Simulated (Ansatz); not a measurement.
```yaml
atoms:
  - { symbol: F, position_ang: [-3.5816, 2.4585, 2.2064] }
  - { symbol: Ga, position_ang: [-0.7618, 1.3141, -0.0394] }
  - { symbol: Ge, position_ang: [-0.9653, 3.7737, -0.2288] }
  - { symbol: Si, position_ang: [-2.4643, 2.9202, 1.1814] }
  - { symbol: H, position_ang: [-0.2745, -0.1551, -0.2397] }
```

Geometry: B3LYP/6-31G*.

Computed with isolated molecule in a Gaussian basis; Kohn-Sham density functional theory, functional PBE0 in Ansatz.

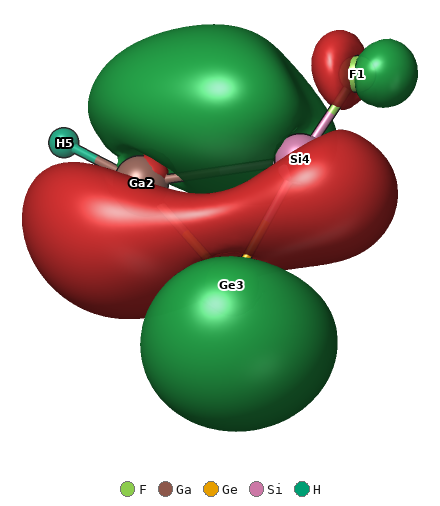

FGaGeHSi (SMILES F[Si]1=[Ge+][GaH]1) (charge +1). The LUMO at ±0.06 Å⁻³ᐟ² (green and red are the two phases), seen at a tilt.

Where does this orbital lie, and at what energy?

It lies mainly on Ge3 (about 35 %), Ga2 (about 35 %) and Si4 (about 30 %); it is symmetric in the molecular plane (an in-plane orbital: σ, lone-pair or in-plane π type). Its energy is −8.66 eV.
